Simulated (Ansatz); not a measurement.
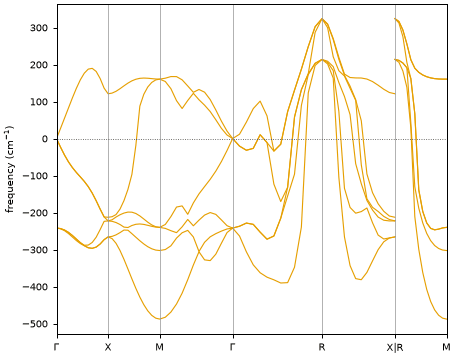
Figure: Phonon dispersion of BP (CsCl type, Pm-3m), PBE in the plane-wave PAW code Ansatz; imaginary frequencies are drawn negative

Question: Is this phase dynamically stable?

Answer: No: a branch reaches about 490i cm⁻¹ at M.

Question: How high does the spectrum reach?

Answer: About 320 cm⁻¹ (9.7 THz).

A made-up cell: these elements were put on the sites of a structure type; neither database checked (COD, Materials Project) lists it. It is not the phase usual at ambient conditions (space group No. 216). The cell was relaxed with PBE under the symmetry of its start. At this level the phase is dynamically unstable (imaginary phonons). As this level gives no gap, phonon frequencies hold no LO–TO term and depend on the k-mesh and smearing (Fermi–Dirac, 0.1 eV here).

Potentials: the later of the program's two PAW sets.
